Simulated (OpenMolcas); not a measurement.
# Si3H7 (SMILES [SiH3][SiH][SiH3]) at 6 levels

Wanted: a comparison of 6 runs (UHF/3-21G, UBHLYP/cc-pVDZ, UBLYP/cc-pVDZ, UM06-2X/cc-pVDZ, UPBE/cc-pVDZ, UTPSS/cc-pVDZ) of Si3H7. 

Program for the calculation: OpenMolcas 26.06.

### Step 1. Starting point

Si3H7: 10 atoms, total charge 0, spin state doublet. SMILES: `[SiH3][SiH][SiH3]`. The Si3–H8 distance was set to 1.933 Å, away from the relaxed value.

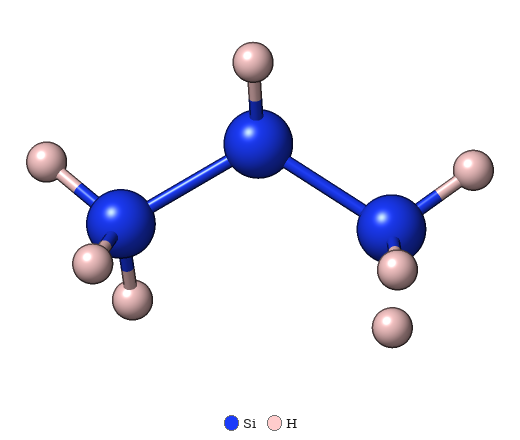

The structure, seen from a chosen angle (silicon blue, hydrogen pink).

### Step 2. The energy at UHF/3-21G (run 1)

job.input reads:

```
>>> EXPORT MOLCAS_PRINT=2

&GATEWAY
 BASLIB=$CurrDir
 COORD
 10
 angstrom
 Si      -0.973336       1.108770      -1.306764
 Si       1.072964       0.122270      -0.817164
 Si       1.353964      -0.749430       1.318536
 H       -2.058336       0.188670      -0.874664
 H       -1.090136       1.343670      -2.770564
 H       -1.151936       2.411770      -0.606464
 H        2.239364       0.926070      -1.282164
 H       -0.178100      -1.849500       1.741300
 H        1.468564       0.317970       2.351736
 H        2.582064      -1.586430       1.371236
 BASIS=3-21G
 GROUP=NoSym

&SEWARD

&SCF
 UHF
 SPIN=2
 THRESHOLDS=1e-10 1e-07 1e-07 1e-05
 PRORBITALS=1 1
```

The basis set 3-21G is read from a file made from the Basis Set Exchange's data (not shown).

Launch:

```
$ export MOLCAS_MEM=1860
$ pymolcas job.input > job.log
```

The program printed:

```text
--- Start Module: gateway ---
[...]
--- Stop Module: gateway /rc=_RC_ALL_IS_WELL_ ---
--- Start Module: seward ---
[...]
      Basis functions           53
--- Stop Module: seward /rc=_RC_ALL_IS_WELL_ ---
--- Start Module: scf ---
[...]
       Convergence after  19 Iterations
[...]
::    Total SCF energy                               -866.1612819728
[...]
      Total spin, S                                     0.5054174227
[...]
      Total electronic charge=   49.000000
      Total            charge=   -0.000000
[...]
      Dipole Moment (debye):
      Origin of the operator (angstrom)=    0.4670    0.1675   -0.2484
                   X=  4.1449E-01               Y=  4.1719E-01               Z= -3.0439E-01           Total=  6.6220E-01
      Quadrupole Moment (debye*angstrom):
[...]
--- Stop Module: scf /rc=_RC_ALL_IS_WELL_ ---
[...]
```

It took 1.8 s on 1 thread of Intel Xeon 6975P-C (Granite Rapids), shared host; peak memory 0.38 GiB.

### Step 3. The energy at UBHLYP/cc-pVDZ (run 2)

job.inp reads:

```
&GATEWAY
BASLIB
$CurrDir
BASISSET
Si.cc-pVDZ....
Si1 -0.973336 1.108770 -1.306764 angstrom
Si2 1.072964 0.122270 -0.817164 angstrom
Si3 1.353964 -0.749430 1.318536 angstrom
End of Basis
BASISSET
H.cc-pVDZ....
H4 -2.058336 0.188670 -0.874664 angstrom
H5 -1.090136 1.343670 -2.770564 angstrom
H6 -1.151936 2.411770 -0.606464 angstrom
H7 2.239364 0.926070 -1.282164 angstrom
H8 -0.178100 -1.849500 1.741300 angstrom
H9 1.468564 0.317970 2.351736 angstrom
H10 2.582064 -1.586430 1.371236 angstrom
End of Basis
&SEWARD
GRIDINPUT
Grid=UltraFine
End of Grid
&SCF
UHF
SPIN
2
KSDFT
HYB_GGA_XC_BHANDHLYP
THRESHOLDS
1e-10 1e-07 1e-07 1e-05
PRORBITALS
1 1
```

The basis set cc-pVDZ is read from a file made from the Basis Set Exchange's data (not shown).

Launch:

```
$ export MOLCAS_MEM=1860
$ pymolcas job.inp > job.log
```

The program printed:

```text
--- Start Module: gateway ---
[...]
--- Stop Module: gateway /rc=_RC_ALL_IS_WELL_ ---
--- Start Module: seward ---
[...]
      Basis functions           89
--- Stop Module: seward /rc=_RC_ALL_IS_WELL_ ---
[...]
--- Start Module: scf ---
[...]
       Convergence after  15 Iterations
[...]
::    Total KS-DFT energy                            -872.5790061755
[...]
      Total spin, S                                     0.5022073194
[...]
      Total electronic charge=   49.000000
      Total            charge=   -0.000000
[...]
      Dipole Moment (debye):
      Origin of the operator (angstrom)=    0.4670    0.1675   -0.2484
                   X=  4.9111E-01               Y=  4.6263E-01               Z= -3.1549E-01           Total=  7.4481E-01
      Quadrupole Moment (debye*angstrom):
[...]
--- Stop Module: scf /rc=_RC_ALL_IS_WELL_ ---
[...]
```

Run time: 36 s. Hardware: 1 thread of Intel Xeon 6975P-C (Granite Rapids), shared host; peak memory 0.49 GiB.

Runs 3 to 5 aren't shown in full; the table further down has their settings and results.

### Step 4. A single-point energy at UTPSS/cc-pVDZ (run 6)

job.inp reads:

```
&GATEWAY
BASLIB = $CurrDir
COORD
10
angstrom
Si      -0.973336       1.108770      -1.306764
Si       1.072964       0.122270      -0.817164
Si       1.353964      -0.749430       1.318536
H       -2.058336       0.188670      -0.874664
H       -1.090136       1.343670      -2.770564
H       -1.151936       2.411770      -0.606464
H        2.239364       0.926070      -1.282164
H       -0.178100      -1.849500       1.741300
H        1.468564       0.317970       2.351736
H        2.582064      -1.586430       1.371236
BASIS = cc-pVDZ
GROUP = NoSym
&SEWARD
GRIDINPUT
Grid=UltraFine
End of Grid
&SCF
UHF
SPIN = 2
KSDFT = 2
1.0 MGGA_X_TPSS
1.0 MGGA_C_TPSS
THRESHOLDS = 1e-10 1e-07 1e-07 1e-05
PRORBITALS = 0
```

The basis set cc-pVDZ is read from a file made from the Basis Set Exchange's data (not shown).

Launch:

```
$ export MOLCAS_MEM=1860
$ pymolcas job.inp > job.log
```

The program printed:

```text
--- Start Module: gateway ---
[...]
--- Stop Module: gateway /rc=_RC_ALL_IS_WELL_ ---
--- Start Module: seward ---
[...]
      Basis functions           89
--- Stop Module: seward /rc=_RC_ALL_IS_WELL_ ---
[...]
--- Start Module: scf ---
[...]
       Convergence after  16 Iterations
[...]
::    Total KS-DFT energy                            -872.6755614276
[...]
      Total spin, S                                     0.5024412343
[...]
      Total electronic charge=   49.000000
      Total            charge=   -0.000000
[...]
      Dipole Moment (debye):
      Origin of the operator (angstrom)=    0.4670    0.1675   -0.2484
                   X=  4.3529E-01               Y=  4.6873E-01               Z= -2.6177E-01           Total=  6.9116E-01
      Quadrupole Moment (debye*angstrom):
[...]
--- Stop Module: scf /rc=_RC_ALL_IS_WELL_ ---
[...]
```

Run time: 62 s. Hardware: 1 thread of Intel Xeon 6975P-C (Granite Rapids), shared host; peak memory 0.49 GiB.

### Step 5. Overview of the runs

| run | level | integration grid | energy (Eh) | dipole moment (D) | HOMO energy (eV) | LUMO energy (eV) | wall time |
| --- | --- | --- | --- | --- | --- | --- | --- |
| 1 | UHF/3-21G | – | -866.161282 | 0.66 | -8.78 | 0.58 | 1.8 s |
| 2 | UBHLYP/cc-pVDZ | UltraFine | -872.579006 | 0.74 | -6.97 | -2.01 | 36 s |
| 3 | UBLYP/cc-pVDZ | UltraFine | -872.551130 | 0.67 | -4.86 | -3.63 | 39 s |
| 4 | UM06-2X/cc-pVDZ | UltraFine | -872.494406 | 0.69 | -6.89 | -2.30 | 52 s |
| 5 | UPBE/cc-pVDZ | UltraFine | -872.121841 | 0.63 | -5.14 | -3.69 | 38 s |
| 6 | UTPSS/cc-pVDZ | UltraFine | -872.675561 | 0.69 | -5.32 | -3.64 | 62 s |

### Step 6. Results

```
                                 quantity          value
                      run 6: total energy  -872.67556 Eh
                     run 6: dipole moment         0.69 D
run 6: HOMO energy (highest over α and β)       -5.32 eV
 run 6: LUMO energy (lowest over α and β)       -3.64 eV
                              run 6: ⟨S²⟩          0.755
```

In words: The dipole moment (its size) runs from 0.63 D (UPBE/cc-pVDZ) to 0.74 D (UBHLYP/cc-pVDZ). Totals of different functionals can't be ranked against each other. All runs together took 3.8 min, the longest 62 s.
